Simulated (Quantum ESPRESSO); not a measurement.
# E(M) of FePt (Tetraferroplatinum)

Aim: the energy of FePt (Tetraferroplatinum) as a function of the total spin moment of its primitive cell.

Main program and level: Quantum ESPRESSO 7.5; PBE; plane waves with GBRV 1.5 PBE potentials, no spin-orbit coupling.

**1. Set-up**

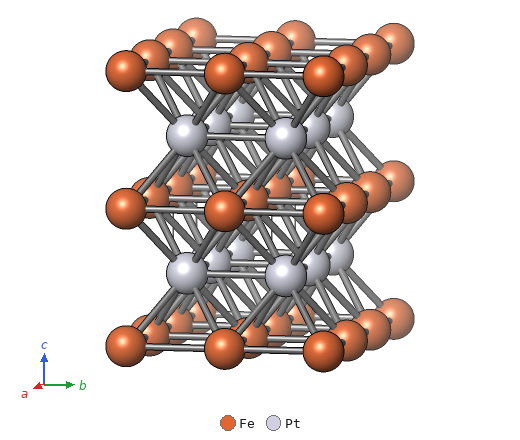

The cell as given, slightly off an axis (iron orange, platinum light grey). 3×2×2 cells are drawn. Some periodic images of atoms are drawn too.

The cell comes from the Crystallography Open Database.

**2. No moment imposed**

ASE passes magmoms on as starting_magnetization. pw.x reads values of 1 or more as Bohr magnetons; where all are smaller, it reads them as fractions of the valence charge.

pw.py reads:

```python
from ase import Atoms
from ase.calculators.espresso import Espresso, EspressoProfile

atoms = Atoms(['Fe', 'Pt'],
    cell=[[2.7235, 0.0, 0.0],
         [0.0, 2.7235, 0.0],
         [0.0, 0.0, 3.72]],
    scaled_positions=[[0.0, 0.0, 0.0],
         [0.5, 0.5, 0.5]],
    pbc=True,
    magmoms=[2.8, 0.0])
input_data = {
    'control': {'calculation': 'scf', 'prefix': 'pwscf', 'outdir': './tmp', 'disk_io': 'nowf', 'tprnfor': True, 'tstress': True},
    'system': {'ecutwfc': 40.0, 'ecutrho': 280.0, 'nbnd': 24, 'occupations': 'smearing', 'smearing': 'fd', 'degauss': 0.00734986, 'nspin': 2},
    'electrons': {'conv_thr': 4e-09, 'electron_maxstep': 150, 'mixing_beta': 0.3},
}
atoms.calc = Espresso(
    profile=EspressoProfile(command='mpirun -n 2 pw.x -nk 2', pseudo_dir='pseudo'),
    pseudopotentials={'Pt': 'pt_pbe_v1.4.uspp.F.UPF', 'Fe': 'fe_pbe_v1.5.uspp.F.UPF'},
    input_data=input_data,
    kpts=(10, 10, 10),
    koffset=(0, 0, 0))
atoms.get_potential_energy()
energy = atoms.calc.results['free_energy']
print(f'free energy: {energy:.6f} eV')
print('site moments (muB):', atoms.get_magnetic_moments().round(3))
```

Started as:

```console
> OMP_NUM_THREADS=1 python3 pw.py > pw.log
```

Log:

```text
free energy: -6273.305947 eV
site moments (muB): [3.008 0.404]

--- espresso.pwo ---
Program PWSCF v.7.5 starts

Warning: card &CELL ignored
Warning: card &FCP ignored
Warning: card &RISM ignored

     Message from routine setup:
     using ibrav=0 with symmetry is DISCOURAGED, use correct ibrav instead

     K-points division:     npool     =       2
     Subspace diagonalization in iterative solution of the eigenvalue problem:

     G-vector sticks info
     --------------------
     sticks:   dense  smooth     PW     G-vecs:    dense   smooth      PW
     Sum         593     341    109                14725     6385    1205

     Using Slab Decomposition

     bravais-lattice index     =            0
     lattice parameter (alat)  =       5.1467  a.u.
     unit-cell volume          =     186.2063 (a.u.)^3
     number of atoms/cell      =            2
     number of atomic types    =            2
     number of electrons       =        32.00
     number of Kohn-Sham states=           24
     kinetic-energy cutoff     =      40.0000  Ry
     charge density cutoff     =     280.0000  Ry
     scf convergence threshold =      4.0E-09
     mixing beta               =       0.3000
     number of iterations used =            8  plain     mixing
     Exchange-correlation=  SLA  PW   PBX  PBC
                           (   1   4   3   4   0   0   0)

     celldm(1)=   5.146669  celldm(2)=   0.000000  celldm(3)=   0.000000
     celldm(4)=   0.000000  celldm(5)=   0.000000  celldm(6)=   0.000000

     crystal axes: (cart. coord. in units of alat)
               a(1) = (   1.000000   0.000000   0.000000 )
               a(2) = (   0.000000   1.000000   0.000000 )
               a(3) = (   0.000000   0.000000   1.365889 )

     reciprocal axes: (cart. coord. in units 2 pi/alat)
               b(1) = (  1.000000  0.000000  0.000000 )
               b(2) = (  0.000000  1.000000  0.000000 )
               b(3) = (  0.000000  0.000000  0.732124 )

     PseudoPot. # 1 for Fe read from file:
     fe_pbe_v1.5.uspp.F.UPF
     Pseudo is Ultrasoft + core correction, Zval = 16.0
     Generated by new atomic code, or converted to UPF format
     Using radial grid of  861 points,  6 beta functions with:
                l(1) =   0
                l(2) =   0
                l(3) =   1
                l(4) =   1
                l(5) =   2
                l(6) =   2
     Q(r) pseudized with  8 coefficients,  rinner =    1.000   1.000   1.000
                                                       1.000   1.000

     PseudoPot. # 2 for Pt read from file:
     pt_pbe_v1.4.uspp.F.UPF
     Pseudo is Ultrasoft + core correction, Zval = 16.0
     Generated by new atomic code, or converted to UPF format
     Using radial grid of  985 points,  6 beta functions with:
                l(1) =   0
                l(2) =   0
                l(3) =   1
                l(4) =   1
                l(5) =   2
                l(6) =   2
     Q(r) pseudized with  8 coefficients,  rinner =    1.300   1.300   1.300
                                                       1.300   1.300

     atomic species   valence    mass     pseudopotential
     Fe               16.00    55.84500     Fe( 1.00)
     Pt               16.00   195.08400     Pt( 1.00)

     Starting magnetic structure
     atomic species   magnetization
     Fe              0.175
     Pt              0.000

     16 Sym. Ops., with inversion, found

   Cartesian axes

     site n.     atom                  positions (alat units)
         1        Fe     tau(   1) = (   0.0000000   0.0000000   0.0000000  )
         2        Pt     tau(   2) = (   0.5000000   0.5000000   0.6829447  )

     number of k points=   126  Fermi-Dirac smearing, width (Ry)=  0.0073

     Number of k-points >= 100: set verbosity='high' to print them.

     Dense  grid:    14725 G-vectors     FFT dimensions: (  27,  27,  40)

     Smooth grid:     6385 G-vectors     FFT dimensions: (  24,  24,  30)

     Check: negative core charge=   -0.000027
     Generating pointlists ...
     new r_m :   0.4055 (alat units)  2.0870 (a.u.) for type    1
     new r_m :   0.4055 (alat units)  2.0870 (a.u.) for type    2

     Initial potential from superposition of free atoms

     starting charge      30.5000, renormalised to      32.0000

     negative rho (up, down):  9.890E-02 9.898E-02
     Starting wfcs are   25 randomized atomic wfcs

     Self-consistent Calculation

     iteration #  1     ecut=    40.00 Ry     beta= 0.30
     Davidson diagonalization with overlap
     ethr =  1.00E-02,  avg # of iterations =  4.2

     negative rho (up, down):  9.169E-02 9.167E-02

     total energy              =    -458.56044074 Ry
     estimated scf accuracy    <       8.16879205 Ry

     total magnetization       =     0.76 Bohr mag/cell
     absolute magnetization    =     0.94 Bohr mag/cell

     iteration #  2     ecut=    40.00 Ry     beta= 0.30
     Davidson diagonalization with overlap
     ethr =  1.00E-02,  avg # of iterations =  2.1

     negative rho (up, down):  9.241E-02 9.237E-02

     total energy              =    -460.01738695 Ry
     estimated scf accuracy    <      14.21320782 Ry

     total magnetization       =     0.77 Bohr mag/cell
     absolute magnetization    =     0.85 Bohr mag/cell

     iteration #  3     ecut=    40.00 Ry     beta= 0.30
     Davidson diagonalization with overlap
     ethr =  1.00E-02,  avg # of iterations =  2.1

     negative rho (up, down):  9.200E-02 9.115E-02

     total energy              =    -461.01807125 Ry
     estimated scf accuracy    <       0.30898426 Ry

     total magnetization       =     2.94 Bohr mag/cell
     absolute magnetization    =     2.97 Bohr mag/cell

     [... further iterations left out ...]

     iteration # 11     ecut=    40.00 Ry     beta= 0.30
     Davidson diagonalization with overlap
     ethr =  4.56E-08,  avg # of iterations =  2.0

     negative rho (up, down):  9.169E-02 8.762E-02

     total energy              =    -461.07952132 Ry
     estimated scf accuracy    <       0.00001031 Ry

     total magnetization       =     3.35 Bohr mag/cell
     absolute magnetization    =     3.53 Bohr mag/cell

     iteration # 12     ecut=    40.00 Ry     beta= 0.30
     Davidson diagonalization with overlap
     ethr =  3.22E-08,  avg # of iterations =  1.0

     negative rho (up, down):  9.170E-02 8.761E-02

     total energy              =    -461.07952285 Ry
     estimated scf accuracy    <       0.00000023 Ry

     total magnetization       =     3.35 Bohr mag/cell
     absolute magnetization    =     3.53 Bohr mag/cell

     iteration # 13     ecut=    40.00 Ry     beta= 0.30
     Davidson diagonalization with overlap
     ethr =  7.12E-10,  avg # of iterations =  2.5

     negative rho (up, down):  9.170E-02 8.761E-02

     total energy              =    -461.07952303 Ry
     estimated scf accuracy    <       0.00000010 Ry

     total magnetization       =     3.35 Bohr mag/cell
     absolute magnetization    =     3.53 Bohr mag/cell

     iteration # 14     ecut=    40.00 Ry     beta= 0.30
     Davidson diagonalization with overlap
     ethr =  3.14E-10,  avg # of iterations =  1.3

     negative rho (up, down):  9.170E-02 8.761E-02

     Magnetic moment per site  (integrated on atomic sphere of radius R)
     atom   1 (R=0.406)  charge= 14.7156  magn=  3.0084
     atom   2 (R=0.406)  charge= 13.8027  magn=  0.4036

     End of self-consistent calculation

     Number of k-points >= 100: set verbosity='high' to print the bands.

     the Fermi energy is    20.0008 ev

!    total energy              =    -461.07952307 Ry
     estimated scf accuracy    <          2.1E-09 Ry
     smearing contrib. (-TS)   =      -0.00311466 Ry
     internal energy E=F+TS    =    -461.07640842 Ry

     The total energy is F=E-TS. E is the sum of the following terms:
     one-electron contribution =    -144.03787792 Ry
     hartree contribution      =      95.43226273 Ry
     xc contribution           =     -86.19738201 Ry
     ewald contribution        =    -326.27341122 Ry

     total magnetization       =     3.35 Bohr mag/cell
     absolute magnetization    =     3.53 Bohr mag/cell

     convergence has been achieved in  14 iterations

     negative rho (up, down):  9.170E-02 8.761E-02

     Forces acting on atoms (cartesian axes, Ry/au):

     atom    1 type  1   force =     0.00000000    0.00000000    0.00000000
     atom    2 type  2   force =     0.00000000    0.00000000    0.00000000

     Total force =     0.000000     Total SCF correction =     0.000000

     Computing stress (Cartesian axis) and pressure

     negative rho (up, down):  9.170E-02 8.761E-02
          total   stress  (Ry/bohr**3)                   (kbar)     P=       32.36
   0.00021458   0.00000000   0.00000000           31.57        0.00        0.00
   0.00000000   0.00021458   0.00000000            0.00       31.57        0.00
   0.00000000   0.00000000   0.00023086            0.00        0.00       33.96

=------------------------------------------------------------------------------=
   JOB DONE.
=------------------------------------------------------------------------------=
```

The job ended after 50 s (2 MPI ranks of Arm Neoverse V1, shared host; peak memory 0.3 GiB).

Spin moment in the atom's sphere by atom:

| atom | spin moment in the atom's sphere (μB) |
| --- | --- |
| Fe1 | 3.01 |
| Pt2 | 0.40 |

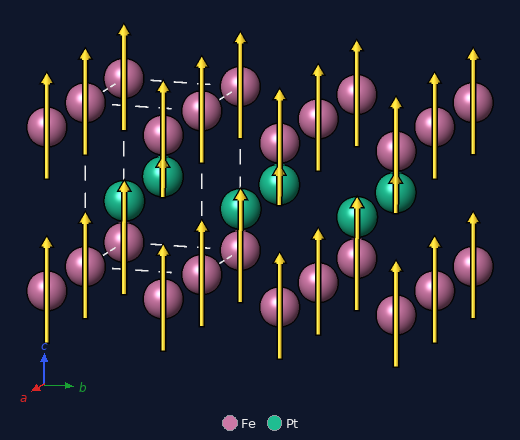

Spin moment in the atom's sphere as arrows, the longest 3.01 μB. Up and down stand for the sign. Arrows give size and sign along the axis of quantisation, drawn up and down the page. Each arrow also spans its atom, so small moments look longer than they are. 2×3×1 cells are drawn. Some periodic images of atoms are drawn too.

Read from the output:

```yaml
smearing_term_ts: 0.04238 eV
pressure: 3.236 GPa
magnetization: 3.35 μB
absolute_magnetization: 3.529 μB
final_state: ferromagnetic
```

**3. Moment fixed at 0 μB**

The two spin channels are filled to separate Fermi energies, so that the total moment meets the target. Half of the up one less the down one is the slope dE/dM.

pw.py: that of step 2 with these lines changed.

```diff
@@ -10,6 +10,6 @@
     pbc=True,
-    magmoms=[2.8, 0.0])
+    magmoms=[0.14, 0.0])
 input_data = {
     'control': {'calculation': 'scf', 'prefix': 'pwscf', 'outdir': './tmp', 'disk_io': 'nowf', 'tprnfor': True, 'tstress': True},
-    'system': {'ecutwfc': 40.0, 'ecutrho': 280.0, 'nbnd': 24, 'occupations': 'smearing', 'smearing': 'fd', 'degauss': 0.00734986, 'nspin': 2},
+    'system': {'ecutwfc': 40.0, 'ecutrho': 280.0, 'nbnd': 25, 'occupations': 'smearing', 'smearing': 'fd', 'degauss': 0.00734986, 'nspin': 2, 'tot_magnetization': 0.0},
     'electrons': {'conv_thr': 4e-09, 'electron_maxstep': 150, 'mixing_beta': 0.3},
```

Started as:

```console
> OMP_NUM_THREADS=1 python3 pw.py > pw.log
```

Log:

```text
     [... lines left out ...]
free energy: -6272.544194 eV
site moments (muB): [ 0. -0.]
--- espresso.pwo ---
Program PWSCF v.7.5 starts
     [... lines left out ...]
     number of atoms/cell      =            2
     [... lines left out ...]
     number of electrons       =        32.00 (up:  16.00, down:  16.00)
     number of Kohn-Sham states=           25
     kinetic-energy cutoff     =      40.0000  Ry
     charge density cutoff     =     280.0000  Ry
     scf convergence threshold =      4.0E-09
     [... lines left out ...]
     16 Sym. Ops., with inversion, found
     [... lines left out ...]
     number of k points=   126  Fermi-Dirac smearing, width (Ry)=  0.0073
     [... lines left out ...]
     iteration # 19     ecut=    40.00 Ry     beta= 0.30
     [... lines left out ...]
     Magnetic moment per site  (integrated on atomic sphere of radius R)
     atom   1 (R=0.406)  charge= 14.7864  magn=  0.0000
     atom   2 (R=0.406)  charge= 13.7357  magn= -0.0000
     [... lines left out ...]
     the spin up/dw Fermi energies are    19.8298   19.8299 ev
!    total energy              =    -461.02353523 Ry
     estimated scf accuracy    <          1.7E-09 Ry
     smearing contrib. (-TS)   =      -0.01061271 Ry
     [... lines left out ...]
     total magnetization       =    -0.00 Bohr mag/cell
     absolute magnetization    =     0.00 Bohr mag/cell
     convergence has been achieved in  19 iterations
     [... lines left out ...]
     Total force =     0.000000     Total SCF correction =     0.000000
     [... lines left out ...]
          total   stress  (Ry/bohr**3)                   (kbar)     P=     -132.46
     [... lines left out ...]
```

Run time: 71 s. Hardware: 2 MPI ranks; peak memory 0.31 GiB.

Numbers from this step:

```
magnetization                                 : 0 μB
absolute magnetization                        : 0 μB
half the difference of the two Fermi energies : 0 meV
largest moment                                : 0 μB
```

**4. Moment fixed at 0.565 μB**

pw.py: that of step 3 with these lines changed.

```diff
@@ -10,6 +10,6 @@
     pbc=True,
-    magmoms=[0.14, 0.0])
+    magmoms=[0.565, 0.0])
 input_data = {
     'control': {'calculation': 'scf', 'prefix': 'pwscf', 'outdir': './tmp', 'disk_io': 'nowf', 'tprnfor': True, 'tstress': True},
-    'system': {'ecutwfc': 40.0, 'ecutrho': 280.0, 'nbnd': 25, 'occupations': 'smearing', 'smearing': 'fd', 'degauss': 0.00734986, 'nspin': 2, 'tot_magnetization': 0.0},
+    'system': {'ecutwfc': 40.0, 'ecutrho': 280.0, 'nbnd': 26, 'occupations': 'smearing', 'smearing': 'fd', 'degauss': 0.00734986, 'nspin': 2, 'tot_magnetization': 0.565},
     'electrons': {'conv_thr': 4e-09, 'electron_maxstep': 150, 'mixing_beta': 0.3},
```

Started as:

```console
> OMP_NUM_THREADS=1 python3 pw.py > pw.log
```

Log:

```text
     [... lines left out ...]
free energy: -6272.578205 eV
site moments (muB): [ 0.612 -0.018]
--- espresso.pwo ---
Program PWSCF v.7.5 starts
     [... lines left out ...]
     number of atoms/cell      =            2
     [... lines left out ...]
     number of electrons       =        32.00 (up:  16.28, down:  15.72)
     number of Kohn-Sham states=           26
     kinetic-energy cutoff     =      40.0000  Ry
     charge density cutoff     =     280.0000  Ry
     scf convergence threshold =      4.0E-09
     [... lines left out ...]
     16 Sym. Ops., with inversion, found
     [... lines left out ...]
     number of k points=   126  Fermi-Dirac smearing, width (Ry)=  0.0073
     [... lines left out ...]
     iteration # 17     ecut=    40.00 Ry     beta= 0.30
     [... lines left out ...]
     Magnetic moment per site  (integrated on atomic sphere of radius R)
     atom   1 (R=0.406)  charge= 14.7839  magn=  0.6123
     atom   2 (R=0.406)  charge= 13.7388  magn= -0.0175
     [... lines left out ...]
     the spin up/dw Fermi energies are    19.7230   19.9586 ev
!    total energy              =    -461.02603499 Ry
     estimated scf accuracy    <          3.0E-09 Ry
     smearing contrib. (-TS)   =      -0.01071937 Ry
     [... lines left out ...]
     total magnetization       =     0.57 Bohr mag/cell
     absolute magnetization    =     0.68 Bohr mag/cell
     convergence has been achieved in  17 iterations
     [... lines left out ...]
     Total force =     0.000000     Total SCF correction =     0.000000
     [... lines left out ...]
          total   stress  (Ry/bohr**3)                   (kbar)     P=     -123.97
     [... lines left out ...]
```

It took 64 s on 2 MPI ranks; peak memory 0.31 GiB; 2.1 min of CPU time.

(Continued in part 2 of 2.)

[Logs and program files are shortened in this print: banners, set-up blocks, solver, clock and traceback lines can be left out without a mark of their own.]

[Logs are printed without paths, hosts, clocks, repeated set-up lines and the standing remarks that a program may print on its own settings, such as how far it seeks lower states.]

[Hosts, paths, dates, database ids (printed as entryN), source tags and the programs' standing remarks are cut or masked in the printed files.]

[Where a cell is said to come from a database of computed structures, the database is the Materials Project.]
